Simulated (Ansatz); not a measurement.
FH7NW (doublet)

The calculation's input:

```
crystal:
  periodic: [false, false, false]
  atoms:
    - { symbol: W, position_ang: [0.020405, 0.427392, 0.679246] }
    - { symbol: H, position_ang: [-0.628626, -1.197687, 0.923651] }
    - { symbol: H, position_ang: [1.564086, 0.100811, 0.025444] }
    - { symbol: F, position_ang: [0.055645, 2.315404, 0.537354] }
    - { symbol: H, position_ang: [-1.48988, 0.054068, -0.036495] }
    - { symbol: H, position_ang: [0.1642, -1.460737, 0.85787] }
    - { symbol: H, position_ang: [0.069825, -0.571789, -0.703272] }
    - { symbol: "N", position_ang: [0.030459, 0.141217, 2.621406] }
    - { symbol: H, position_ang: [0.046986, -0.672807, 3.226049] }
    - { symbol: H, position_ang: [0.1669, 0.994128, 3.168746] }
magnetization:
  spin_polarized: true
  initial_magnetization: 1
basis:
  gaussian: { orbitals: def2-SVP }
hamiltonian:
  xc: b3lyp
  dispersion: d4
relax:
  f_tol: 0.03
  max_steps: 50
output:
  orbitals: {}
```

Run with:

```sh
ansatz run input.yaml --threads 4 --pin off --max-ram 5120MiB --backend cpu --events-out ev --progress --plain --runs-dir out
```

The fields are those of the run's last geometry, not of the input's.

Core potentials replace the inner electrons of W.

These are results of UKS B3LYP-D4/def2-SVP (Ansatz), not measurements.

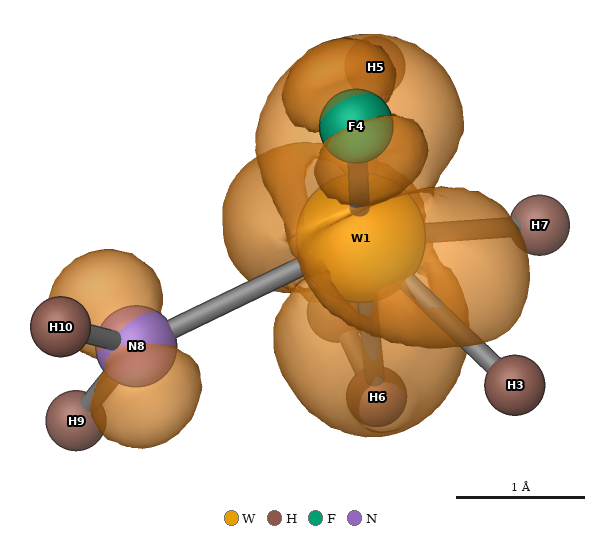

Figure 1. Isosurfaces of the spin density (α minus β) at +0.03 (orange) and −0.03 e/Å³ (purple), seen at an oblique angle.

Where is the unpaired spin?

Answer. The unpaired spin (1 electron) lies mostly on W1 (about 0.7), N8 (about 0.1) and F4 (about 0.1), in electrons by Hirshfeld's partition.

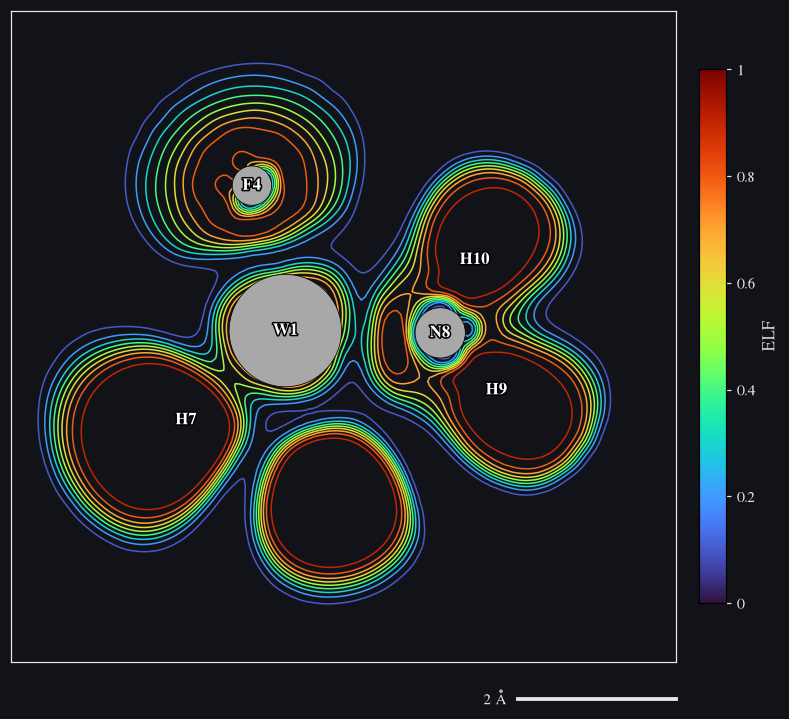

Figure 2. ELF on the plane of atoms H7, W1 and N8. Grey discs cover the atomic cores.

Read the bonding off the picture.

Answer.
- The section cuts through W, F, H and N sites.
- W–F (1.89 Å): the ELF peaks at about 0.85 in the valence shell of F, 0.6 Å from its nucleus, and drops to about 0.15 between the two atoms.
- W–N (1.96 Å): the ELF peaks at about 0.90 in the valence shell of N, 0.6 Å from its nucleus, and is about 0.30 at the midpoint.
- N–H (1.01 Å): the ELF climbs to about 1 towards the hydrogen, as it does in any bond to H; an ordinary covalent bond to hydrogen.
- W–H (1.70 Å): the ELF climbs to about 1 towards the hydrogen.

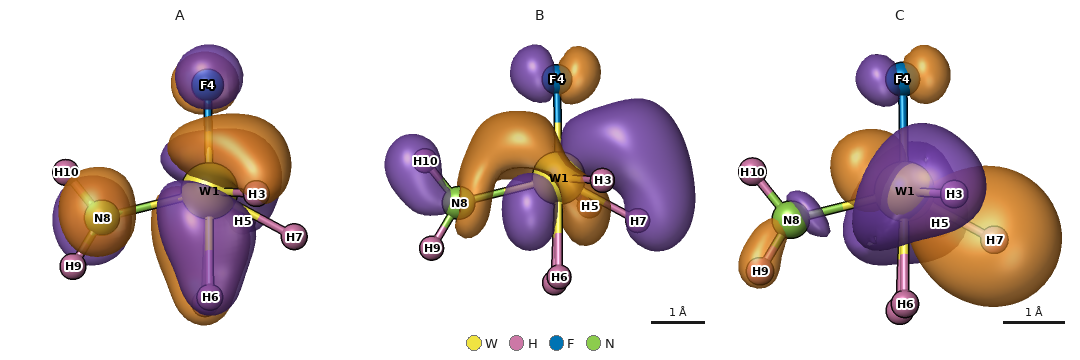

Figure 3. Three frontier orbitals at ±0.1 Å⁻³ᐟ² (orange and purple are the two phases), in no order.

Order the three orbitals by energy and name them. All are α orbitals.

Answer. C is the HOMO−1 (α) (−8.18 eV). By Hirshfeld shares it lies mainly on W1 (about 50 %), H7 (about 25 %), H3 (about 5 %) and H5 (about 5 %). A is the HOMO (α) (−5.37 eV). By Hirshfeld shares it lies mainly on W1 (about 60 %), N8 (about 15 %) and F4 (about 10 %). B is the LUMO (α) (−1.84 eV). Its weight (Hirshfeld) is mainly on W1 (about 65 %), F4 (about 10 %), H7 (about 10 %) and N8 (about 5 %).

What is the gap between the highest occupied and lowest empty α orbitals?

Answer. 3.53 eV between the orbital energies.
